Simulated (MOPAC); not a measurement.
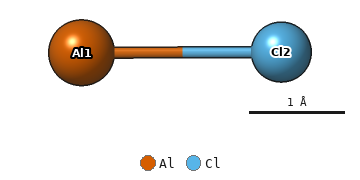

Figure 1. The structure as given in the input (ball-and-stick view, seen on its broad side; atoms are numbered from 1 in the order of the input). Sticks mark near contacts.

## Frequency calculation, with input and output: AlCl

- system: AlCl (aluminium monochloride), SMILES [Al][Cl]
- method: PM6-DH+, closed shell, dispersion DH+ (MOPAC 23.2.5)

The geometry was optimised with PM6-DH+.

Input (input.mop):
```
PM6-DH+ THERMO(200,600,200) FORCE AUX(PRECISION=9) THREADS=1
AlCl frequencies

Al     0.000773 1    -0.012485 1     0.003430 1
Cl    -0.006679 1    -0.001665 1     2.106481 1
```

Launched with:
```bash
mopac input.mop
```

Log:
```
MOPAC v23.2.5
PM6-DH+ CALCULATION RESULTS

 *  PM6-DH+    - CORRECT DISPERSION AND HYDROGEN BOND TERMS USING PM6-DH+
 *  FORCE      - FORCE CALCULATION SPECIFIED
 *  THREADS=1  - MULTI-THREADING NOT USED
 *  AUX        - OUTPUT AUXILIARY INFORMATION
 *  THERMO     - THERMODYNAMIC QUANTITIES TO BE CALCULATED
PM6-DH+ THERMO(200,600,200) FORCE AUX(PRECISION=9) THREADS=1
 AlCl frequencies

   ATOM   CHEMICAL          X               Y               Z
  NUMBER   SYMBOL      (ANGSTROMS)     (ANGSTROMS)     (ANGSTROMS)

     1      Al          0.00077300  *  -0.01248500  *   0.00343000  *
     2      Cl         -0.00667900  *  -0.00166500  *   2.10648100  *

          CARTESIAN COORDINATES

    NO.       ATOM           X           Y           Z

     1        Al          0.0008     -0.0125      0.0034
     2        Cl         -0.0067     -0.0017      2.1065

 "Third-Generation Hydrogen-Bonding Corrections for Semiempirical QM Methods and Force Fields"

           Empirical Formula: Al Cl  =     2 atoms

      MOLECULAR POINT GROUP   :   C*v

      RHF CALCULATION, NO. OF DOUBLY OCCUPIED LEVELS = 5

          *********************************************
          *                                           *
          *                 WARNING                   *
          *                                           *
          *********************************************

          Dispersion parameters missing for Aluminum

          *********************************************
          *                                           *
          *              END OF WARNING               *
          *                                           *
          *********************************************

          HEAT OF FORMATION =     -25.321889 KCALS/MOLE

          CARTESIAN COORDINATE DERIVATIVES

   NUMBER  ATOM         X            Y            Z

     1      Al      0.002053     0.000000     0.000000
     2      Cl     -0.002053     0.000000     0.000000

 DIPOLE           X         Y         Z       TOTAL
 POINT-CHG.    -3.617     0.000     0.000     3.617
 HYBRID         1.540     0.000    -0.000     1.540
 SUM           -2.077     0.000    -0.000     2.077

          GRADIENT NORM =   0.00290

          MOLECULAR WEIGHT =   62.43

          ROTATIONAL CONSTANTS IN CM(-1)

          A =    0.00000000   B =    0.24876262   C =    0.24876262

           PRINCIPAL MOMENTS OF INERTIA IN UNITS OF 10**(-40)*GRAM-CM**2

          A =        0.0000   B =      112.5280   C =      112.5280

          ORIENTATION OF MOLECULE IN FORCE CALCULATION

    NO.       ATOM         X         Y         Z

     1         Al      -1.1942    0.0000    0.0000
     2         Cl       0.9089    0.0000    0.0000

    FIRST DERIVATIVES WILL BE USED IN THE CALCULATION OF SECOND DERIVATIVES

          ESTIMATED TIME TO COMPLETE CALCULATION =        0.00 SECONDS

    FOR POINT-GROUP C*v  THERE ARE  84 UNIQUE SYMMETRY FUNCTIONS.

 STEP:   1 TIME =     0.00 SECS, INTEGRAL =      0.00 TIME LEFT: 172800.00
 STEP:   2 TIME =     0.01 SECS, INTEGRAL =      0.01 TIME LEFT: 172799.99
 STEP:   3 TIME =     0.00 SECS, INTEGRAL =      0.01 TIME LEFT: 172799.99
 STEP:   4 TIME =     0.00 SECS, INTEGRAL =      0.01 TIME LEFT: 172799.99
 STEP:   5 TIME =     0.01 SECS, INTEGRAL =      0.02 TIME LEFT: 172799.98
 STEP:   6 TIME =     0.00 SECS, INTEGRAL =      0.02 TIME LEFT: 172799.98

(To convert to Hartree/Bohr^2, multiply by (10^(-21) x N x a0^2)/(4.184 x 627.51) =  0.0642)

           FORCE MATRIX IN MILLIDYNES/ANGSTROM

                 Al  1      Cl  2
 ------------------------------
    Al    1   3.380999
    Cl    2   3.380768   3.380536

          HEAT OF FORMATION =     -25.321889 KCALS/MOLE

          ZERO POINT ENERGY       0.875 KCAL/MOL

           NORMAL COORDINATE ANALYSIS (Total motion = 1 Angstrom)

   Root No.       1

                 1 Sig

                 612.0

           1    0.5678
           2   -0.0000
           3   -0.0000
           4   -0.4322
           5    0.0000
           6    0.0000

           MASS-WEIGHTED COORDINATE ANALYSIS (NORMAL COORDINATES)

   Root No.       1

                 1 Sig

                 612.0

           1    0.7536
           2   -0.0000
           3   -0.0000
           4   -0.6574
           5    0.0000
           6    0.0000

          DESCRIPTION OF VIBRATIONS

 VIBRATION          1    1Sig        ATOM PAIR     ENERGY CONTRIBUTION    RADIAL
 FREQUENCY           611.98         Al1 -- Cl2        +100.0% (100.0%)    100.0%
 TRANSITION DIPOLE   7.4383
 TRAVEL (Ang.)       0.0848
 REDUCED MASS       15.3213
 EFFECTIVE MASS     30.5009
 FORCE CONSTANT      3.3808

      SYMMETRY NUMBER FOR POINT-GROUP C*v =  1

          SYSTEM IS A GROUND STATE

 AlCl frequencies

          MOLECULE IS LINEAR

          THERE ARE  1 GENUINE VIBRATIONS IN THIS SYSTEM
          THIS THERMODYNAMICS CALCULATION IS LIMITED TO
          MOLECULES WHICH HAVE NO INTERNAL ROTATIONS

                    CALCULATED THERMODYNAMIC PROPERTIES
                                          *
   TEMP. (K)   PARTITION FUNCTION   H.O.F.    ENTHALPY  HEAT CAPACITY ENTROPY
                                   KCAL/MOL   CAL/MOLE    CAL/K/MOL  CAL/K/MOL

 298.00  VIB.     0.1055D+01                    96.1611     1.0058     0.4290
         ROT.     0.8326D+03                   592.1869     1.9872    15.3503
         INT.     0.8784D+03                   688.3480     2.9930    15.7793
         TRA.     0.4769D+27                  1480.4672     4.9680    38.3116
         TOT.                      -25.322    2168.8152     7.9611    54.0909

 200.00  VIB.     0.1012D+01                    21.6943     0.4835     0.1330
         ROT.     0.5588D+03                   397.4409     1.9872    14.5578
         INT.     0.5657D+03                   419.1351     2.4707    14.6908
         TRA.     0.2622D+27                   993.6021     4.9680    36.3305
         TOT.                      -26.078    1412.7372     7.4387    51.0213

 400.00  VIB.     0.1124D+01                   217.7293     1.3473     0.7774
         ROT.     0.1118D+04                   794.8817     1.9872    15.9352
         INT.     0.1257D+04                  1012.6110     3.3345    16.7126
         TRA.     0.7417D+27                  1987.2043     4.9680    39.7741
         TOT.                      -24.491    2999.8152     8.3025    56.4867

 600.00  VIB.     0.1300D+01                   524.1281     1.6659     1.3942
         ROT.     0.1676D+04                  1192.3226     1.9872    16.7410
         INT.     0.2179D+04                  1716.4506     3.6531    18.1352
         TRA.     0.1363D+28                  2980.8064     4.9680    41.7885
         TOT.                      -22.793    4697.2570     8.6211    59.9237

   *: NOTE: HEATS OF FORMATION ARE RELATIVE TO THE
            ELEMENTS IN THEIR STANDARD STATE AT 298K
              (=  Standard Enthalpy of Formation).

            Hvib:  Zero-point energy is not included.
                   frequencies of less than zero cm-1 are not included.
            Hrot = (3/2)RT
            Htra = (3/2)RT + pV = (5/2)RT

            Heat capacity is Cp, not Cv

           FORCE CONSTANT IN CARTESIAN COORDINATES (Millidynes/A)

    ATOM   CHEMICAL       X               Y               Z
   NUMBER   SYMBOL  FORCE CONSTANT  FORCE CONSTANT  FORCE CONSTANT

      1      Al        3.380767        0.001477        0.001477
      2      Cl        3.380767        0.001477        0.001477

 *                    *
 * JOB ENDED NORMALLY *
 *                    *

 TOTAL JOB TIME:             0.03 SECONDS

 == MOPAC DONE ==
```

Results in brief:

```tsv
quantity	value
outcome	converged
heat of formation	−25.32 kcal/mol
basis functions	18
zero-point energy	0.001394 hartree
wavenumbers, lowest and highest	612 cm⁻¹
hardware	1 thread of AMD EPYC (Zen 5), 128 GiB of memory available, shared host
peak memory	0.07 GiB
```

Remarks:

MOPAC's energies along a path are heats of formation.
